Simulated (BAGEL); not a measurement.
**C2H3In (SMILES C#[C][InH2]): a chain of runs**

We compute the energy (HF/x2c-SVPall), then a single-point energy (NEVPT2(2,2)/x2c-SVPall) of C2H3In. 

The calculation is run with BAGEL 1.2.2.

2 further runs of the same task are left out: 2 set aside as unsound or not needed.

### Step 1. Starting point

C2H3In has 6 atoms, charge 0, and is taken as a singlet. SMILES: `C#[C][InH2]`. The C1–H4 distance was set to 2.453 Å, away from the relaxed value. At this shape a bond of the SMILES string is far longer than usual.

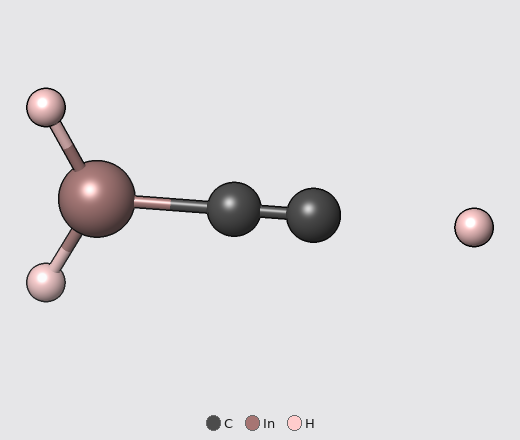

The structure, seen from a chosen angle (carbon dark grey, indium brown, hydrogen pink).

### Step 2. The energy at HF/x2c-SVPall (DKH2, density fitting with AutoAux) (run 1)

The input, calc.json:

```json
{ "bagel": [

{
  "title": "molecule",
  "basis": "x2c-svpall.json",
  "df_basis": "x2c-svpall-autoaux.json",
  "angstrom": true,
  "dkh": true,
  "geometry": [
    { "atom": "C", "xyz": [      -0.053479,      -0.547905,       0.004440 ] },
    { "atom": "C", "xyz": [       0.062721,       0.656695,      -0.004760 ] },
    { "atom": "In", "xyz": [       0.265021,       2.743995,      -0.021260 ] },
    { "atom": "H", "xyz": [      -0.289000,      -2.989600,       0.023300 ] },
    { "atom": "H", "xyz": [       0.806621,       3.461595,      -1.479460 ] },
    { "atom": "H", "xyz": [      -0.126279,       3.575595,       1.424340 ] }
  ]
},

{ "title": "hf" },

{ "title": "print", "file": "orbitals.molden", "orbitals": true }

]}
```

The basis set x2c-SVPall is read from a file made from the Basis Set Exchange's data (not shown).

Command:

```console
$ BAGEL_NUM_THREADS=1 BAGEL calc.json > calc.out
```

Output:

```text
* using 1 threads per process

  ===============================================================
  ===============================================================

  *** Geometry ***

  { "atom" : "C", "xyz" : [     -0.101061,     -1.035390,      0.008390 ] },
  { "atom" : "C", "xyz" : [      0.118526,      1.240974,     -0.008995 ] },
  { "atom" : "In", "xyz" : [      0.500817,      5.185399,     -0.040176 ] },
  { "atom" : "H", "xyz" : [     -0.546131,     -5.649525,      0.044031 ] },
  { "atom" : "H", "xyz" : [      1.524293,      6.541467,     -2.795774 ] },
  { "atom" : "H", "xyz" : [     -0.238633,      6.756895,      2.691613 ] },

  Number of auxiliary basis functions:      657

  Since a DF basis is specified, we compute 2- and 3-index integrals:
    o Being stored without compression. Storage requirement is 0.033 GB

  Number of basis functions:       79
  Number of electrons      :       64

    * METHOD: MOLECULE                             0.37

  *** RHF ***

  === Nuclear Repulsion ===
   177.6398511629

      * DIIS with orbital gradients will be used.

  === RHF iteration (x2c-svpall.json) ===
      0      -5953.05544736          0.01577589           0.16
      1      -5953.11717391          0.01609020           0.15
      2      -5953.25372302          0.00210423           0.15
      3      -5953.25757548          0.00161177           0.15
      4      -5953.25897809          0.00032999           0.15
      5      -5953.25915649          0.00007789           0.15
      6      -5953.25916688          0.00001549           0.15
      7      -5953.25916717          0.00000701           0.15
      8      -5953.25916721          0.00000314           0.15
      9      -5953.25916723          0.00000164           0.15
     10      -5953.25916723          0.00000076           0.15
     11      -5953.25916723          0.00000023           0.15
     12      -5953.25916723          0.00000010           0.15
     13      -5953.25916723          0.00000005           0.15
     14      -5953.25916723          0.00000001           0.15
     15      -5953.25916723          0.00000000           0.16
    * SCF iteration converged.

    * Permanent dipole moment:
           (    0.031274,     0.326162,    -0.002687) a.u.

    * METHOD: HF                                   2.91

    * METHOD: PRINT                                0.01

  ===============================================================
```

Run time: 3.6 s. Hardware: 1 thread of Arm Neoverse V2, shared host; peak memory 0.15 GiB.

### Step 3. A single-point energy at NEVPT2(2,2)/x2c-SVPall (DKH2, density fitting with AutoAux) (run 2)

The input, input.json:

```json
{ "bagel": [

{
  "title": "molecule",
  "basis": "x2c-svpall.json",
  "df_basis": "x2c-svpall-autoaux.json",
  "angstrom": "true",
  "dkh": "true",
  "geometry": [
    { "atom": "C", "xyz": [      -0.053479,      -0.547905,       0.004440 ] },
    { "atom": "C", "xyz": [       0.062721,       0.656695,      -0.004760 ] },
    { "atom": "In", "xyz": [       0.265021,       2.743995,      -0.021260 ] },
    { "atom": "H", "xyz": [      -0.289000,      -2.989600,       0.023300 ] },
    { "atom": "H", "xyz": [       0.806621,       3.461595,      -1.479460 ] },
    { "atom": "H", "xyz": [      -0.126279,       3.575595,       1.424340 ] }
  ]
},

{
  "title": "hf"
},

{
  "title": "casscf",
  "nstate": 1,
  "nact": 2,
  "nclosed": 31,
  "active": [30, 33],
  "maxiter": 200,
  "natocc": "true"
},

{
  "title": "nevpt2",
  "nstate": 1,
  "nact": 2,
  "nclosed": 31,
  "active": [30, 33],
  "maxiter": 200,
  "natocc": "true",
  "ncore": 20
},

{
  "title": "print",
  "file": "orbitals.molden",
  "orbitals": "true"
}

]}
```

The basis set x2c-SVPall is read from a file made from the Basis Set Exchange's data (not shown).

Command:

```console
$ BAGEL_NUM_THREADS=1 BAGEL input.json > input.out
```

Output:

```text
* using 1 threads per process

  ===============================================================
  ===============================================================

  *** Geometry ***

  { "atom" : "C", "xyz" : [     -0.101061,     -1.035390,      0.008390 ] },
  { "atom" : "C", "xyz" : [      0.118526,      1.240974,     -0.008995 ] },
  { "atom" : "In", "xyz" : [      0.500817,      5.185399,     -0.040176 ] },
  { "atom" : "H", "xyz" : [     -0.546131,     -5.649525,      0.044031 ] },
  { "atom" : "H", "xyz" : [      1.524293,      6.541467,     -2.795774 ] },
  { "atom" : "H", "xyz" : [     -0.238633,      6.756895,      2.691613 ] },

  Number of auxiliary basis functions:      657

  Since a DF basis is specified, we compute 2- and 3-index integrals:
    o Being stored without compression. Storage requirement is 0.033 GB

  Number of basis functions:       79
  Number of electrons      :       64

    * METHOD: MOLECULE                             0.38

  *** RHF ***

  === Nuclear Repulsion ===
   177.6398511629

      * DIIS with orbital gradients will be used.

  === RHF iteration (x2c-svpall.json) ===
      0      -5953.05544736          0.01577589           0.15
      1      -5953.11717391          0.01609020           0.15
      2      -5953.25372302          0.00210423           0.15
      3      -5953.25757548          0.00161177           0.15
      4      -5953.25897809          0.00032999           0.15
      5      -5953.25915649          0.00007789           0.15
      6      -5953.25916688          0.00001549           0.15
      7      -5953.25916717          0.00000701           0.15
      8      -5953.25916721          0.00000314           0.15
      9      -5953.25916723          0.00000164           0.15
     10      -5953.25916723          0.00000076           0.15
     11      -5953.25916723          0.00000023           0.15
     12      -5953.25916723          0.00000010           0.15
     13      -5953.25916723          0.00000005           0.15
     14      -5953.25916723          0.00000001           0.15
     15      -5953.25916723          0.00000000           0.15
    * SCF iteration converged.

    * Permanent dipole moment:
           (    0.031274,     0.326162,    -0.002687) a.u.

    * METHOD: HF                                   2.86

  ---------------------------
      CASSCF calculation
  ---------------------------

    ==== Active orbitals : =====
         Orbital 30
         Orbital 33
    ============================

    * nstate   :      1
    * nclosed  :     31
    * nact     :      2
    * nvirt    :     46
  === CASSCF iteration (x2c-svpall.json) ===

    * Using the second-order algorithm

      0  0     -5953.31184039     5.21e-03      0.04

      1  0     -5953.35485228     2.05e-03      0.75

      2  0     -5953.35686642     2.58e-04      0.70

      3  0     -5953.35689173     3.35e-05      0.75

      4  0     -5953.35689214     4.48e-06      0.72

      5  0     -5953.35689215     6.36e-07      0.70

      6  0     -5953.35689215     9.90e-08      0.72

      7  0     -5953.35689215     1.70e-08      0.63

      8  0     -5953.35689215     3.11e-09      0.59

    * Second-order optimization converged. *

     guess   0:   closed 1.                   open ..

  === FCI iteration ===

      0  0     -5953.24667183     1.00e-01      0.00
      1  0     -5953.34711360     3.03e-02      0.00
      2  0 *   -5953.35689215     2.01e-16      0.00

     * ci vector, state   0, <S^2> = 0.0000
       2.     0.8734794276
       .2    -0.4868610577

    * METHOD: CASSCF                               6.06

    * freezing 20 orbitals

  === DF-NEVPT2 calculation ===

    * 3-index integral transformation done
    * assembly done

      NEVPT2 correlation energy:   -0.3357032360      0.10

          (+0)     -0.2685122679
          (+0)'    -0.0325987209
          (+1)     -0.0097876811
          (+1)'    -0.0000238396
          (+2)     -0.0000826064
          (-1)     -0.0237466063
          (-1)'    -0.0000198620
          (-2)     -0.0009316519

      NEVPT2 total energy:       -5953.6925953860

    * METHOD: NEVPT2                               0.33

    * METHOD: PRINT                                0.01

  ===============================================================
```

Wall time 9.9 s (1 thread of Arm Neoverse V2, shared host); peak memory 0.16 GiB.

### Step 4. Summary of results

| quantity | value |
| --- | --- |
| run 1, HF/x2c-SVPall: total energy | -5953.25917 Eh |
| run 1, HF/x2c-SVPall: dipole moment | 0.83 D |
| run 1, HF/x2c-SVPall: HOMO energy | -10.36 eV |
| run 1, HF/x2c-SVPall: LUMO energy | -1.90 eV |
| run 1, HF/x2c-SVPall: HOMO–LUMO gap | 8.47 eV |
| run 2, NEVPT2(2,2)/x2c-SVPall: total energy | -5953.69260 Eh |

In words: One bond (run 1, HF/x2c-SVPall) is far stretched, which a spin-restricted single reference describes badly; a broken-symmetry solution may lie lower.
